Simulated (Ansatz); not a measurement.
# The perfect Ir wire along [110], 9 atoms a period

Wanted: the relaxed geometry and the bands of the Ir wire along [110], 9 atoms a period.

Main program and level: Ansatz 0.2.0; DFT PBE, plane waves, PAW; relaxation of a wire's period; PAW set soft_1, in the first sound run; inputs show where later runs differ.

## Step 1: The structure

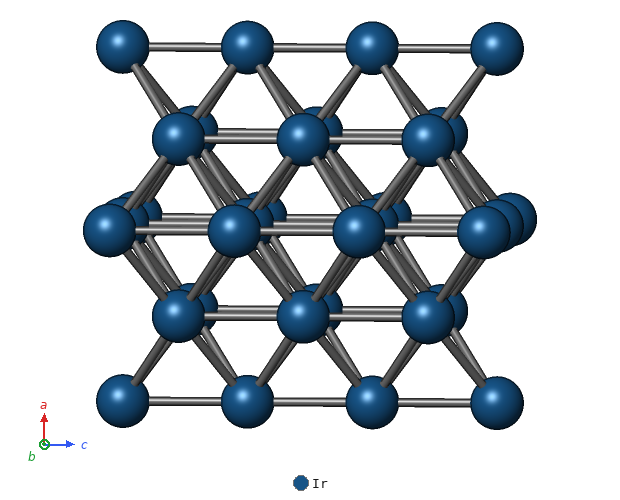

The cell as given, from the side, with the c axis across the page (iridium blue). 1×1×3 cells are drawn. Some periodic images of atoms are drawn too.

The cell holds 9 atoms: 9 Ir. Cell: a = 14.540 Å, b = 12.273 Å, c = 2.737 Å, α = 90.0°, β = 90.0°, γ = 90.0°. Vacuum lies along a and b. The structure's axis is c.

## Step 2: The relaxed wire

Band widths follow the bond lengths, so the wire is relaxed first. The atoms and the third cell vector are free; the box across stays fixed as vacuum. A Fermi-Dirac smearing is set since the result may be a metal. The pressure printed is a third of the stress's trace over the whole box, vacuum included; only the stress along the axis is relaxed.

Input file input.yaml:

```yaml
crystal:
  lattice:
    - [14.54, 0.0, 0.0]
    - [0.0, 12.273, 0.0]
    - [0.0, 0.0, 2.7365032432]
  atoms:
    - { symbol: Ir, position: [0.233837689, 0.500000264, 0.0] }
    - { symbol: Ir, position: [0.5, 0.277030881, 0.0] }
    - { symbol: Ir, position: [0.5, 0.500000264, 0.0] }
    - { symbol: Ir, position: [0.766162311, 0.500000264, 0.0] }
    - { symbol: Ir, position: [0.366918845, 0.388515573, 0.5] }
    - { symbol: Ir, position: [0.366918845, 0.611484956, 0.5] }
    - { symbol: Ir, position: [0.633081155, 0.388515573, 0.5] }
    - { symbol: Ir, position: [0.633081155, 0.611484956, 0.5] }
    - { symbol: Ir, position: [0.5, 0.722969648, 0.0] }
kpoints:
  mp_grid: { grid: [1, 1, 30] }
scf:
  occupations: { method: fermi_dirac, width: 0.05 }
hamiltonian:
  xc: pbe
  pseudopotentials: { kind: paw, azcp: { folder: soft_1 } }
relax:
  cell: { fix: [a, b, alpha, beta, gamma] }
  max_steps: 45
  f_tol: 0.03
```

Started as:

```bash
$ ansatz run input.yaml --threads 4 --pin off --max-ram 16384MiB --backend cpu --events-out ev --progress --plain --runs-dir out
```

Numbers of over 12 decimals in the logs are rounded to 6 here.

The program printed:

```text
Engine: ansatz 0.2.0, aarch64-unknown-linux-gnu
Pseudopotentials: kind: paw
Pseudopotential: Ir, paw, valence charge 17, recommended cutoff 420 eV (normal), soft_1/Ir.paw.azcp
Functional definition: PBE
  parameter kappa = 0.804
  parameter beta = 0.066725
  exchange = pbe_x(kappa = kappa, mu = beta*pi^2/3)
  correlation = pbe_c(beta = beta)
Crystal: 9 atoms, lattice volume = 488.327 Å³
Basis set: ecut = 420 eV, 9557 PW (Γ), exchange–correlation on 200×180×40 points (8 copies of the dense FFT grid, shifted against one another)
Bands: 92, of which v1, the nominal top of the filled ones, is band 77 counted from 1 (76 counted from 0)
Symmetry: 8 space group operations
Space group: Pmmm (ITA 47), of the structure as read, at distance tolerance 7.9e-5 Å
k-points: 16 of 30
Non-local potential: Ir, projectors of the file, l = 0: 3, l = 1: 2, l = 2: 2, l = 3: 1
PAW form: soft (Blöchl's): semilocal exchange-correlation on the pseudo side does not see the compensation charge
PAW one-centre angular grid: Ir, 590 points (default); XC on 64 Gauss nodes
Initial density: superposition of atomic densities (neutral atoms: chi_scale 0, normalization atom)
Initial wavefunctions: pseudopotential atomic-orbital guess
Functional: x = pbe(κ = 0.804, μ = 0.219515), c = pbe(β = 0.066725)
SCF iter   1: F=—  HF=-107421.133264 eV  |F-HF|=—  |Δ(HF+E_count)|=         —  Δρ=2.93e-2  dr2=9.05e0  ethr=3.10e-3  ⟨swp⟩=8.3  Hψ=6347  notcnv=0  defer=4
preconditioner: auto → LDOS  [metal: Δε(μ)=0.007 eV  Ē_g=5.141 eV  σ=0.050 eV  W_gap=0.03  n_scr=74 (ndim 8)  ℏωp=15.1 eV  f_vac=0.594  D(μ)=16.29/eV (n_scr^D=108)  β→1.0]
SCF iter   2: F=—  HF=-107421.497183 eV  |F-HF|=—  |Δ(HF+E_count)|=   3.64e-1  Δρ=2.99e-2  dr2=1.19e1  ethr=3.10e-3  ⟨swp⟩=3.9  Hψ=3845  notcnv=0  defer=24
SCF iter   3: F=—  HF=-107419.193590 eV  |F-HF|=—  |Δ(HF+E_count)|=    2.30e0  Δρ=4.40e-3  dr2=1.18e-1  ethr=3.10e-3  ⟨swp⟩=3.2  Hψ=2799  notcnv=0  defer=31
SCF iter   4: F=—  HF=-107419.175968 eV  |F-HF|=—  |Δ(HF+E_count)|=   1.76e-2  Δρ=2.01e-3  dr2=1.67e-2  ethr=7.71e-5  ⟨swp⟩=2.7  Hψ=3477  notcnv=0  defer=31
SCF iter   5: F=—  HF=-107419.176737 eV  |F-HF|=—  |Δ(HF+E_count)|=   7.70e-4  Δρ=7.99e-4  dr2=5.30e-3  ethr=1.09e-5  ⟨swp⟩=2.8  Hψ=2855  notcnv=0  defer=31
SCF iter   6: F=—  HF=-107419.176694 eV  |F-HF|=—  |Δ(HF+E_count)|=   4.32e-5  Δρ=3.62e-4  dr2=1.34e-3  ethr=3.47e-6  ⟨swp⟩=2.0  Hψ=2077  notcnv=0  defer=31
SCF iter   7: F=—  HF=-107419.176586 eV  |F-HF|=—  |Δ(HF+E_count)|=   1.08e-4  Δρ=1.19e-4  dr2=2.14e-4  ethr=8.75e-7  ⟨swp⟩=2.0  Hψ=2072  notcnv=0  defer=31
SCF iter   8: F=—  HF=-107419.176563 eV  |F-HF|=—  |Δ(HF+E_count)|=   2.31e-5  Δρ=4.94e-5  dr2=2.80e-5  ethr=1.40e-7  ⟨swp⟩=2.2  Hψ=2119  notcnv=0  defer=31
SCF iter   9: F=—  HF=-107419.176328 eV  |F-HF|=—  |Δ(HF+E_count)|=   2.35e-4  Δρ=1.52e-5  dr2=2.09e-6  ethr=1.83e-8  ⟨swp⟩=2.1  Hψ=2102  notcnv=0  defer=31
SCF iter  10: F=—  HF=-107419.176329 eV  |F-HF|=—  |Δ(HF+E_count)|=   5.27e-7  Δρ=6.75e-6  dr2=5.97e-7  ethr=1.37e-9  ⟨swp⟩=2.0  Hψ=2100  notcnv=0  defer=31
SCF iter  11: F=-107419.176329 eV  HF=-107419.176329 eV  |F-HF|=1.61e-8  |Δ(HF+E_count)|=   1.90e-8  Δρ=2.39e-6  dr2=3.80e-8  ethr=6.54e-11  ⟨swp⟩=3.9  Hψ=6299  notcnv=0
SCF 1 converged in 11 iterations: F = -107419.176329 eV  dr2 = 3.80e-8
  greatest PAW one-centre occupation: 1.000 electrons in one spin orbital (limit 2), on the Ir atom at site 2 (counted from 0), in its partial waves of l = 0
relax step   1: F+E_penalty+E_count = -107419.17632855 eV  Δ(F+E_penalty+E_count) = +0.000e0 eV  max|allowed force component| = 2.590e0 eV/Å  Δτ_max = 0.0000 Å  P = -6.216 GPa  Ω = 488.327 Å³  fix = [a, b, alpha, beta, gamma]  reactions: a -6.937, b -4.099 GPa  (11 SCF iters, dr2 threshold 1.00e-7 eV, accepted)
Crystal: 9 atoms, lattice volume = 474.996 Å³
Basis set: ecut = 420 eV, 9317 PW (Γ), exchange–correlation on 200×180×40 points (8 copies of the dense FFT grid, shifted against one another)
Initial density: handed on by an earlier stage of this run
Initial wavefunctions: those handed on with the density
iter 1 solved again at ethr=1.20e-3 eV; its pass at ethr=3.10e-3 eV (dr2=1.84e0 eV) is discarded
SCF iter   1: F=—  HF=-107420.493128 eV  |F-HF|=—  |Δ(HF+E_count)|=         —  Δρ=1.37e-2  dr2=1.85e0  ethr=1.20e-3  ⟨swp⟩=1.7  Hψ=7590  notcnv=0
preconditioner: auto → LDOS  [metal: Δε(μ)=0.014 eV  Ē_g=5.523 eV  σ=0.050 eV  W_gap=0.07  n_scr=74 (ndim 8)  ℏωp=15.3 eV  f_vac=0.622  D(μ)=14.69/eV (n_scr^D=80)  β→1.0]
SCF iter   2: F=—  HF=-107420.428214 eV  |F-HF|=—  |Δ(HF+E_count)|=   6.49e-2  Δρ=5.95e-3  dr2=3.21e-1  ethr=1.20e-3  ⟨swp⟩=2.6  Hψ=2352  notcnv=0
SCF iter   3: F=—  HF=-107420.382627 eV  |F-HF|=—  |Δ(HF+E_count)|=   4.56e-2  Δρ=2.91e-3  dr2=1.64e-1  ethr=2.10e-4  ⟨swp⟩=3.1  Hψ=3057  notcnv=0  defer=46
SCF iter   4: F=—  HF=-107420.362410 eV  |F-HF|=—  |Δ(HF+E_count)|=   2.02e-2  Δρ=1.21e-3  dr2=2.29e-2  ethr=1.07e-4  ⟨swp⟩=2.0  Hψ=2226  notcnv=0  defer=46
SCF iter   5: F=—  HF=-107420.359845 eV  |F-HF|=—  |Δ(HF+E_count)|=   2.57e-3  Δρ=3.04e-4  dr2=1.69e-3  ethr=1.50e-5  ⟨swp⟩=2.0  Hψ=2036  notcnv=0  defer=46
SCF iter   6: F=—  HF=-107420.359811 eV  |F-HF|=—  |Δ(HF+E_count)|=   3.38e-5  Δρ=8.51e-5  dr2=9.44e-5  ethr=1.10e-6  ⟨swp⟩=2.1  Hψ=2117  notcnv=0  defer=46
SCF iter   7: F=—  HF=-107420.359556 eV  |F-HF|=—  |Δ(HF+E_count)|=   2.55e-4  Δρ=4.22e-5  dr2=1.17e-5  ethr=6.17e-8  ⟨swp⟩=2.2  Hψ=2213  notcnv=0  defer=45
SCF iter   8: F=—  HF=-107420.359559 eV  |F-HF|=—  |Δ(HF+E_count)|=   2.87e-6  Δρ=1.22e-5  dr2=1.54e-6  ethr=7.63e-9  ⟨swp⟩=2.2  Hψ=2092  notcnv=0  defer=45
SCF iter   9: F=-107420.359559 eV  HF=-107420.359559 eV  |F-HF|=3.06e-8  |Δ(HF+E_count)|=   3.62e-7  Δρ=5.30e-6  dr2=2.03e-7  ethr=5.88e-10  ⟨swp⟩=5.0  Hψ=5268  notcnv=0
SCF 2 converged in 9 iterations: F = -107420.359559 eV  dr2 = 2.03e-7
relax step   2: F+E_penalty+E_count = -107420.35955930 eV  Δ(F+E_penalty+E_count) = -1.183e0 eV  max|allowed force component| = 4.996e-1 eV/Å  Δτ_max = 0.1950 Å  P = +0.413 GPa  Ω = 474.996 Å³  energy of the carried Pulay correction = +1.669e-3 eV  fix = [a, b, alpha, beta, gamma]  reactions: a -0.539, b +1.617 GPa  (9 SCF iters, dr2 threshold 9.00e-7 eV, accepted)
Crystal: 9 atoms, lattice volume = 475.843 Å³
Basis set: ecut = 420 eV, 9337 PW (Γ), exchange–correlation on 200×180×40 points (8 copies of the dense FFT grid, shifted against one another)
iter 1 solved again at ethr=6.04e-4 eV; its pass at ethr=3.10e-3 eV (dr2=9.25e-1 eV) is discarded
SCF iter   1: F=—  HF=-107420.493002 eV  |F-HF|=—  |Δ(HF+E_count)|=         —  Δρ=8.69e-3  dr2=9.22e-1  ethr=6.04e-4  ⟨swp⟩=2.1  Hψ=6408  notcnv=0
preconditioner: auto → LDOS  [metal: Δε(μ)=0.010 eV  Ē_g=5.457 eV  σ=0.050 eV  W_gap=0.05  n_scr=74 (ndim 8)  ℏωp=15.3 eV  f_vac=0.619  D(μ)=14.50/eV (n_scr^D=78)  β→1.0]
SCF iter   2: F=—  HF=-107420.456381 eV  |F-HF|=—  |Δ(HF+E_count)|=   3.66e-2  Δρ=2.90e-3  dr2=4.07e-2  ethr=6.02e-4  ⟨swp⟩=2.0  Hψ=2036  notcnv=0
SCF iter   3: F=—  HF=-107420.453930 eV  |F-HF|=—  |Δ(HF+E_count)|=   2.45e-3  Δρ=1.31e-3  dr2=1.24e-2  ethr=2.66e-5  ⟨swp⟩=2.6  Hψ=2919  notcnv=0
SCF iter   4: F=—  HF=-107420.451812 eV  |F-HF|=—  |Δ(HF+E_count)|=   2.12e-3  Δρ=3.28e-4  dr2=1.09e-3  ethr=8.11e-6  ⟨swp⟩=2.2  Hψ=2183  notcnv=0
SCF iter   5: F=—  HF=-107420.451857 eV  |F-HF|=—  |Δ(HF+E_count)|=   4.59e-5  Δρ=1.65e-4  dr2=3.65e-4  ethr=7.16e-7  ⟨swp⟩=2.5  Hψ=2374  notcnv=0
SCF iter   6: F=—  HF=-107420.451590 eV  |F-HF|=—  |Δ(HF+E_count)|=   2.68e-4  Δρ=6.58e-5  dr2=5.54e-5  ethr=2.39e-7  ⟨swp⟩=2.0  Hψ=1905  notcnv=0
SCF iter   7: F=—  HF=-107420.451597 eV  |F-HF|=—  |Δ(HF+E_count)|=   7.15e-6  Δρ=2.25e-5  dr2=4.67e-6  ethr=3.62e-8  ⟨swp⟩=2.1  Hψ=2122  notcnv=0
SCF iter   8: F=-107420.451597 eV  HF=-107420.451598 eV  |F-HF|=5.40e-7  |Δ(HF+E_count)|=   7.23e-7  Δρ=6.84e-6  dr2=8.93e-7  ethr=5.88e-10  ⟨swp⟩=5.7  Hψ=5595  notcnv=0
SCF 3 converged in 8 iterations: F = -107420.451597 eV  dr2 = 8.93e-7
relax step   3: F+E_penalty+E_count = -107420.45159718 eV  Δ(F+E_penalty+E_count) = -9.204e-2 eV  max|allowed force component| = 1.669e-1 eV/Å  Δτ_max = 0.0742 Å  P = +0.027 GPa  Ω = 475.843 Å³  energy of the carried Pulay correction = +1.561e-3 eV  fix = [a, b, alpha, beta, gamma]  reactions: a +0.024, b +0.295 GPa  (8 SCF iters, dr2 threshold 9.00e-7 eV, accepted)
Crystal: 9 atoms, lattice volume = 474.944 Å³
iter 1 solved again at ethr=1.31e-5 eV; its pass at ethr=3.10e-3 eV (dr2=2.01e-2 eV) is discarded
SCF iter   1: F=—  HF=-107420.459308 eV  |F-HF|=—  |Δ(HF+E_count)|=         —  Δρ=1.77e-3  dr2=1.96e-2  ethr=1.31e-5  ⟨swp⟩=2.8  Hψ=5591  notcnv=0
preconditioner: auto → LDOS  [metal: Δε(μ)=0.007 eV  Ē_g=5.452 eV  σ=0.050 eV  W_gap=0.03  n_scr=74 (ndim 8)  ℏωp=15.3 eV  f_vac=0.618  D(μ)=14.11/eV (n_scr^D=78)  β→1.0]
SCF iter   2: F=—  HF=-107420.457823 eV  |F-HF|=—  |Δ(HF+E_count)|=   1.48e-3  Δρ=5.83e-4  dr2=2.00e-3  ethr=1.28e-5  ⟨swp⟩=1.9  Hψ=1569  notcnv=0
SCF iter   3: F=—  HF=-107420.457844 eV  |F-HF|=—  |Δ(HF+E_count)|=   2.08e-5  Δρ=2.39e-4  dr2=3.28e-4  ethr=1.31e-6  ⟨swp⟩=2.0  Hψ=2091  notcnv=0
SCF iter   4: F=—  HF=-107420.457588 eV  |F-HF|=—  |Δ(HF+E_count)|=   2.57e-4  Δρ=6.92e-5  dr2=3.28e-5  ethr=2.15e-7  ⟨swp⟩=2.0  Hψ=2100  notcnv=0
SCF iter   5: F=—  HF=-107420.457593 eV  |F-HF|=—  |Δ(HF+E_count)|=   5.81e-6  Δρ=3.21e-5  dr2=1.54e-5  ethr=2.14e-8  ⟨swp⟩=2.4  Hψ=2576  notcnv=0
SCF iter   6: F=—  HF=-107420.457593 eV  |F-HF|=—  |Δ(HF+E_count)|=   2.61e-7  Δρ=1.38e-5  dr2=2.50e-6  ethr=1.00e-8  ⟨swp⟩=2.4  Hψ=2127  notcnv=0
SCF iter   7: F=-107420.457593 eV  HF=-107420.457594 eV  |F-HF|=2.63e-7  |Δ(HF+E_count)|=   4.56e-7  Δρ=4.70e-6  dr2=3.93e-7  ethr=5.88e-10  ⟨swp⟩=5.0  Hψ=5292  notcnv=0
SCF 4 converged in 7 iterations: F = -107420.457593 eV  dr2 = 3.93e-7
  greatest PAW one-centre occupation: 1.000 electrons in one spin orbital (limit 2), on the Ir atom at site 8 (counted from 0), in its partial waves of l = 0
relax step   4: F+E_penalty+E_count = -107420.45759341 eV  Δ(F+E_penalty+E_count) = -5.996e-3 eV  max|allowed force component| = 2.871e-2 eV/Å  Δτ_max = 0.0154 Å  P = +0.000 GPa  Ω = 474.944 Å³  energy of the carried Pulay correction = +1.676e-3 eV  fix = [a, b, alpha, beta, gamma]  reactions: a -0.045, b +0.064 GPa  (7 SCF iters, dr2 threshold 9.00e-7 eV, accepted)
Basis set: ecut = 420 eV, 9317 PW (Γ), exchange–correlation on 200×180×36 points (8 copies of the dense FFT grid, shifted against one another)
Initial wavefunctions: pseudopotential atomic-orbital guess (no wavefunctions were taken with the density)
iter 1 solved again at ethr=5.11e-7 eV; its pass at ethr=3.10e-3 eV (dr2=7.81e-4 eV) is discarded
SCF iter   1: F=—  HF=-107420.455327 eV  |F-HF|=—  |Δ(HF+E_count)|=         —  Δρ=5.41e-5  dr2=2.79e-6  ethr=5.11e-7  ⟨swp⟩=4.3  Hψ=11551  notcnv=0
preconditioner: auto → LDOS  [metal: Δε(μ)=0.007 eV  Ē_g=5.453 eV  σ=0.050 eV  W_gap=0.04  n_scr=74 (ndim 8)  ℏωp=15.3 eV  f_vac=0.619  D(μ)=14.17/eV (n_scr^D=78)  β→1.0]
SCF iter   2: F=—  HF=-107420.455384 eV  |F-HF|=—  |Δ(HF+E_count)|=   5.69e-5  Δρ=1.32e-5  dr2=5.69e-7  ethr=1.82e-9  ⟨swp⟩=3.0  Hψ=3184  notcnv=0
SCF iter   3: F=—  HF=-107420.455384 eV  |F-HF|=—  |Δ(HF+E_count)|=   1.07e-7  Δρ=4.92e-6  dr2=3.26e-7  ethr=3.72e-10  ⟨swp⟩=2.9  Hψ=2993  notcnv=0
SCF iter   4: F=—  HF=-107420.455384 eV  |F-HF|=—  |Δ(HF+E_count)|=   4.60e-8  Δρ=2.22e-6  dr2=2.66e-8  ethr=2.13e-10  ⟨swp⟩=2.1  Hψ=2147  notcnv=0
SCF iter   5: F=—  HF=-107420.455384 eV  |F-HF|=—  |Δ(HF+E_count)|=   5.15e-9  Δρ=6.75e-7  dr2=7.21e-9  ethr=1.74e-11  ⟨swp⟩=2.3  Hψ=2428  notcnv=0
SCF iter   6: F=—  HF=-107420.455384 eV  |F-HF|=—  |Δ(HF+E_count)|=  7.42e-10  Δρ=2.12e-7  dr2=6.83e-10  ethr=4.71e-12  ⟨swp⟩=2.4  Hψ=2361  notcnv=0
SCF iter   7: F=-107420.455384 eV  HF=-107420.455384 eV  |F-HF|=1.31e-10  |Δ(HF+E_count)|=  1.75e-10  Δρ=1.10e-7  dr2=7.00e-11  ethr=1.00e-12  ⟨swp⟩=4.4  Hψ=6124  notcnv=0
SCF 5 converged in 7 iterations: F = -107420.455384 eV  dr2 = 7.00e-11
relax step   5: F+E_penalty+E_count = -107420.45538353 eV  Δ(F+E_penalty+E_count) = +2.210e-3 eV  max|allowed force component| = 2.885e-2 eV/Å  Δτ_max = 0.0000 Å  P = +0.006 GPa  Ω = 474.944 Å³  fix = [a, b, alpha, beta, gamma]  reactions: a -0.039, b +0.067 GPa  stress off target by 9.95e-3 GPa on what of the cell is left free  SCF on the basis re-selected at this cell (its energy is not comparable with the rows above)  (7 SCF iters)
basis re-selected at this cell: Δ(F+E_penalty+E_count) = +2.210e-3 eV, ΔP = +0.006 GPa vs the last step (what re-selecting the basis moved, of the pressure what is left beyond the Pulay correction that the steps carried, after the strain that the cell walked since its last selection, with what the two solves' SCF thresholds leave and, on support functions, any second-order correction that the steps lacked; it is no measure of the basis error at this ecutwfc). The dense FFT grid was sized anew with the basis: this SCF ran on 100×90×18 points, the steps before it on 100×90×20, so part of this shift can come from that change (see relax.cell in the input reference). [rest of the remark cut]
SCF converged after 7 iterations
Free energy (F): -107420.455384 eV
Harris-Foulkes:  -107420.455384 eV  (|F-HF|=1.31e-10)
Internal energy: -107420.337632 eV  (E = F + TS)
E sigma→0 (E₀):  -107420.396508 eV
Entropy (-TS):   -0.117752 eV (-13.084 meV/atom)
Fermi energy:    3.156326 eV
--- Per-component energies (eV) ---
  E_band       = -4116.020585
  E_kinetic    = 4852.347171
  E_local      = -96550.544564  (includes V_loc(G=0)·N_el)
  E_nonlocal   = 1716.817333
  E_hartree    = 45343.751057
  E_xc         = -2059.846391
  E_vxc        = -2292.732789  (∫ρ·V_xc dr)
  E_paw        = -83389.159849  (= ΣΔE_a)
  E_vpaw       = -2529.413595  (= ΣTr[D̂ρ^β])
  E_aug_tail   = 0.003179  (compensation charges beyond the density's cutoff)
  E_ewald      = 22666.294433
  E_smearing   = -0.117752  (= −TS)
  E_closure    = -0.000000  (closes the sum)
  Σ components = -107420.455384   (vs F -107420.455384, Δ=0.00e0)
--- Forces (eV/Å), atoms counted from 1 ---
  atom   1  Ir    -0.01001092    -0.00000000     0.00000000
  atom   2  Ir     0.00000000    -0.02884587     0.00000000
  atom   3  Ir    -0.00000000     0.00000000     0.00000000
  atom   4  Ir     0.01001092     0.00000000    -0.00000000
  atom   5  Ir     0.02097246    -0.00216330    -0.00000000
  atom   6  Ir     0.02097246     0.00216330    -0.00000000
  atom   7  Ir    -0.02097246    -0.00216330     0.00000000
  atom   8  Ir    -0.02097246     0.00216330     0.00000000
  atom   9  Ir     0.00000000     0.02884587    -0.00000000
  max |Σ_I F_I| component: 3.47e-18 eV/Å
--- Stress (GPa, compression-positive) ---
       -0.038668      -0.000000       0.000000
       -0.000000       0.066550      -0.000000
        0.000000      -0.000000      -0.009949
  P = ⅓ Tr σ = 0.0060 GPa (0.060 kbar)
--- Relaxed structure (4 steps of the walk, 4 accepted, 1 SCFs on fresh bases) ---
  F+E_penalty+E_count = -107420.45538353 eV   max|allowed force component| = 2.885e-2 eV/Å   (the final SCF, on the basis selected at the relaxed cell)
  cell:  # Å, volume = 474.9445 Å³
    - [14.54, 0.0, 0.0]
    - [0.0, 12.273, 0.0]
    - [0.0, 0.0, 2.661508]
  atoms:
    - { symbol: Ir, position: [0.252858, 0.5, 0.0] }
    - { symbol: Ir, position: [0.500000, 0.282502, 0.0] }
    - { symbol: Ir, position: [0.500000, 0.5, 0.0] }
    - { symbol: Ir, position: [0.747142, 0.5, 0.0] }
    - { symbol: Ir, position: [0.371315, 0.384849, 0.5] }
    - { symbol: Ir, position: [0.371315, 0.615151, 0.5] }
    - { symbol: Ir, position: [0.628685, 0.384849, 0.5] }
    - { symbol: Ir, position: [0.628685, 0.615151, 0.5] }
    - { symbol: Ir, position: [0.500000, 0.717498, 0.0] }
```

Elapsed: 75 s, on 4 threads of Arm Neoverse V1, shared host; peak memory 1.4 GiB.

(Continued in part 2 of 2.)

[Logs are printed without paths, hosts, clocks, repeated set-up lines and the standing remarks that a program may print on its own settings, such as how far it seeks lower states.]

[Hosts, paths, dates, database ids (printed as entryN), source tags and the programs' standing remarks are cut or masked in the printed files.]
